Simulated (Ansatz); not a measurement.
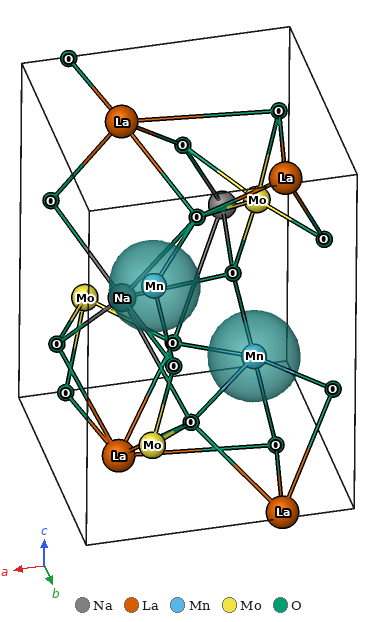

NaLaMnMoO₆. Isosurfaces of the spin density (up minus down) at +0.2 (teal) and −0.2 e/Å³ (pink), seen at an oblique angle. Sticks mark near contacts.

Space group P2₁; a generated structure, not necessarily the stable one; computed pressure about −11 GPa in this cell; the SCF solution may not be the lowest one; the program warned that another magnetic order may lie lower; spin-polarised.

Theory: Ansatz 0.2.0, Kohn-Sham DFT of a periodic cell, LDA, Ansatz PAW.

The density is the valence pseudo-density of a PAW calculation; it isn't the true density close to the nuclei.

**Describe the spin distribution.**

The spin density sits on Mn: +3.7 μB (×2) in one cell of 20 atoms, with smaller moments on other sites: Mo (up to +0.18 μB) and O (up to +0.07 μB): parallel moments (a ferromagnetic arrangement) in this solution. The cell of the calculation (20 atoms) carries 9.9 μB of net spin moment. Only one sign reaches the isovalue.
